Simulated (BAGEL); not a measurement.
# CH4AlFS (SMILES [CH3][Al]([F])[SH]): HF/3-21G (density fitting with qzvpp-jkfit)

Aim: the vertical singlet–triplet gap of CH4AlFS at HF/3-21G (density fitting with qzvpp-jkfit), from 2 runs. 

Program for the calculation: BAGEL 1.2.2.

5 further runs of the same task are left out: 2 that didn't finish, 3 set aside as unsound or not needed. Runs told in other sessions of the task aren't counted.

**1. The system as given**

CH4AlFS: 8 atoms, total charge 0, spin state singlet. As SMILES, `[CH3][Al]([F])[SH]`. The shape is that of a PBE0-D4/def2-TZVP optimisation. This is one conformer, not always the lowest.

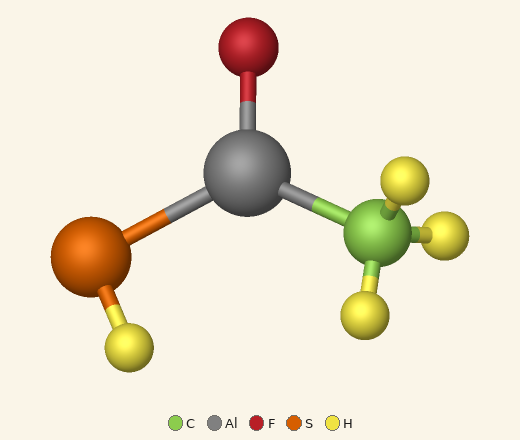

The structure, seen from a chosen angle (carbon green, aluminium grey, fluorine red, sulfur orange, hydrogen yellow).

**2. The energy at HF/3-21G (density fitting with qzvpp-jkfit)**

Input file input.json:

```json
{ "bagel" : [

{
  "title" : "molecule",
  "basis" : "3-21g",
  "df_basis" : "qzvpp-jkfit",
  "angstrom" : true,
  "geometry" : [
    { "atom" : "C", "xyz" : [      -0.164800,       1.144700,      -0.030300 ] },
    { "atom" : "Al", "xyz" : [       0.702600,      -0.583900,      -0.058200 ] },
    { "atom" : "F", "xyz" : [       2.341300,      -0.684100,      -0.222200 ] },
    { "atom" : "S", "xyz" : [      -0.295900,      -2.510100,       0.113800 ] },
    { "atom" : "H", "xyz" : [      -1.250400,       1.067300,       0.056300 ] },
    { "atom" : "H", "xyz" : [       0.201100,       1.741800,       0.810100 ] },
    { "atom" : "H", "xyz" : [       0.065400,       1.703100,      -0.942200 ] },
    { "atom" : "H", "xyz" : [      -1.507100,      -1.935800,       0.216800 ] }
  ]
},

{ "title" : "hf" },

{ "title" : "print", "file" : "orbitals.molden", "orbitals" : true }

]}
```

On the command line:

```console
BAGEL_NUM_THREADS=1 BAGEL input.json > input.out
```

What it wrote:

```text
* using 1 threads per process

  ===============================================================
  ===============================================================

  *** Geometry ***

  { "atom" : "C", "xyz" : [     -0.311427,      2.163169,     -0.057259 ] },
  { "atom" : "Al", "xyz" : [      1.327722,     -1.103411,     -0.109982 ] },
  { "atom" : "F", "xyz" : [      4.424416,     -1.292762,     -0.419897 ] },
  { "atom" : "S", "xyz" : [     -0.559170,     -4.743402,      0.215051 ] },
  { "atom" : "H", "xyz" : [     -2.362914,      2.016905,      0.106392 ] },
  { "atom" : "H", "xyz" : [      0.380024,      3.291525,      1.530867 ] },
  { "atom" : "H", "xyz" : [      0.123588,      3.218393,     -1.780500 ] },
  { "atom" : "H", "xyz" : [     -2.848006,     -3.658132,      0.409693 ] },

  Number of auxiliary basis functions:      480

  Since a DF basis is specified, we compute 2- and 3-index integrals:
    o Being stored without compression. Storage requirement is 0.010 GB

  Number of basis functions:       52
  Number of electrons      :       48

    * METHOD: MOLECULE                             0.18

  *** RHF ***

  === Nuclear Repulsion ===
   195.5365090362

      * DIIS with orbital gradients will be used.

  === RHF iteration (3-21g) ===
      0       -775.02520735          0.02459962           0.04
      1       -775.13502558          0.01333488           0.04
      2       -775.16890292          0.00138954           0.04
      3       -775.16964887          0.00042268           0.04
      4       -775.16971475          0.00008036           0.04
      5       -775.16972007          0.00002188           0.04
      6       -775.16972050          0.00000735           0.04
      7       -775.16972054          0.00000191           0.04
      8       -775.16972055          0.00000062           0.04
      9       -775.16972055          0.00000020           0.04
     10       -775.16972055          0.00000006           0.04
     11       -775.16972055          0.00000002           0.04
     12       -775.16972055          0.00000001           0.04
    * SCF iteration converged.

    * Permanent dipole moment:
           (    0.849756,    -1.186496,    -0.044208) a.u.

    * METHOD: HF                                   0.62

    * METHOD: PRINT                                0.01

  ===============================================================
```

Run time: 0.97 s. Hardware: 1 thread of Arm Neoverse V1, shared host; peak memory 0.084 GiB.

**3. The triplet at the same level**

Input file hf.json:

```json
{ "bagel" : [

{
  "title" : "molecule",
  "basis" : "3-21g",
  "df_basis" : "qzvpp-jkfit",
  "angstrom" : true,
  "geometry" : [
    { "atom" : "C", "xyz" : [      -0.164800,       1.144700,      -0.030300 ] },
    { "atom" : "Al", "xyz" : [       0.702600,      -0.583900,      -0.058200 ] },
    { "atom" : "F", "xyz" : [       2.341300,      -0.684100,      -0.222200 ] },
    { "atom" : "S", "xyz" : [      -0.295900,      -2.510100,       0.113800 ] },
    { "atom" : "H", "xyz" : [      -1.250400,       1.067300,       0.056300 ] },
    { "atom" : "H", "xyz" : [       0.201100,       1.741800,       0.810100 ] },
    { "atom" : "H", "xyz" : [       0.065400,       1.703100,      -0.942200 ] },
    { "atom" : "H", "xyz" : [      -1.507100,      -1.935800,       0.216800 ] }
  ]
},

{ "title" : "uhf", "nopen" : 2 },

{ "title" : "print", "file" : "orbitals.molden", "orbitals" : true }

]}
```

On the command line:

```console
BAGEL_NUM_THREADS=1 BAGEL hf.json > hf.out
```

What it wrote:

```text
* using 1 threads per process

  ===============================================================
  ===============================================================

  *** Geometry ***

  { "atom" : "C", "xyz" : [     -0.311427,      2.163169,     -0.057259 ] },
  { "atom" : "Al", "xyz" : [      1.327722,     -1.103411,     -0.109982 ] },
  { "atom" : "F", "xyz" : [      4.424416,     -1.292762,     -0.419897 ] },
  { "atom" : "S", "xyz" : [     -0.559170,     -4.743402,      0.215051 ] },
  { "atom" : "H", "xyz" : [     -2.362914,      2.016905,      0.106392 ] },
  { "atom" : "H", "xyz" : [      0.380024,      3.291525,      1.530867 ] },
  { "atom" : "H", "xyz" : [      0.123588,      3.218393,     -1.780500 ] },
  { "atom" : "H", "xyz" : [     -2.848006,     -3.658132,      0.409693 ] },

  Number of auxiliary basis functions:      480

  Since a DF basis is specified, we compute 2- and 3-index integrals:
    o Being stored without compression. Storage requirement is 0.010 GB

  Number of basis functions:       52
  Number of electrons      :       48

    * METHOD: MOLECULE                             0.19

  *** Open-shell HF ***

  === Nuclear Repulsion ===
   195.5365090362

      * DIIS with orbital gradients will be used.

  === UHF iteration (3-21g) ===
      0       -774.72260999          0.05334159           0.08
      1       -774.87709868          0.03304012           0.08
      2       -774.91805601          0.01955268           0.08
      3       -774.93767224          0.00119098           0.08
      4       -774.93887835          0.00069839           0.08
      5       -774.93943334          0.00035488           0.08
      6       -774.93983711          0.00021214           0.08
      7       -774.94006130          0.00016067           0.08
      8       -774.94025282          0.00013972           0.08
      9       -774.94055259          0.00012217           0.08
[... 43 lines of this table left out ...]
     53       -774.94127983          0.00000002           0.08
     54       -774.94127983          0.00000002           0.08
     55       -774.94127983          0.00000001           0.08
     56       -774.94127983          0.00000001           0.08
    * SCF iteration converged.

    * S^2 (UHF) is 2.0067

    * Permanent dipole moment:
           (    0.697513,    -0.150887,    -0.286650) a.u.

    * METHOD: UHF                                  4.51

    * METHOD: PRINT                                0.01

  ===============================================================
```

Wall time 5.1 s (1 thread of Arm Neoverse V1, shared host); peak memory 0.083 GiB.

**4. Outcome**

At HF/3-21G (density fitting with qzvpp-jkfit):

```
                                        quantity          value
                           singlet: total energy  -775.16972 Eh
                          singlet: dipole moment         3.71 D
                            singlet: HOMO energy      -10.78 eV
                            singlet: LUMO energy        2.26 eV
                          singlet: HOMO–LUMO gap       13.04 eV
                           triplet: total energy  -774.94128 Eh
                          triplet: dipole moment         1.95 D
                                   triplet: ⟨S²⟩          2.007
vertical energy of the triplet above the singlet       6.216 eV
```

**Reading.** At this shape the triplet lies 6.22 eV (143 kcal/mol) above the singlet.
